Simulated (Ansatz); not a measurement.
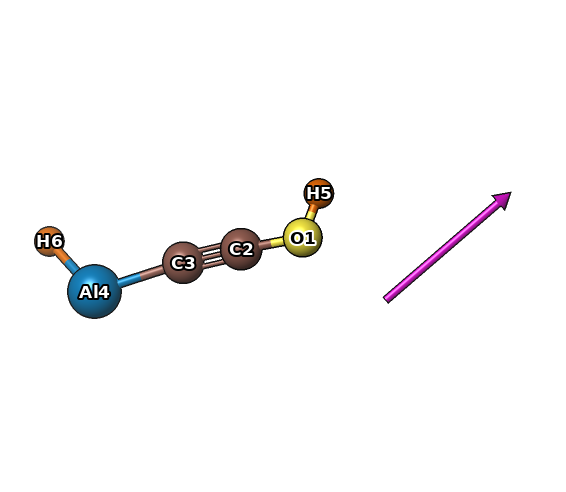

The arrow beside the molecule shows the direction of the dipole moment, from the negative to the positive end (its length means nothing). The species is neutral and a spin doublet. The computed structure is the end point of a PBE0-D4/def2-TZVP optimisation. No frequency run is at hand to confirm it as a minimum. Properties computed with UKS PBE0-D4/def2-TZVP (Ansatz 0.2.0).

**How large is the dipole moment?**

2.18 D; it points from the side of Al4, H6 to the side of H5 (the outermost atoms at the two ends).
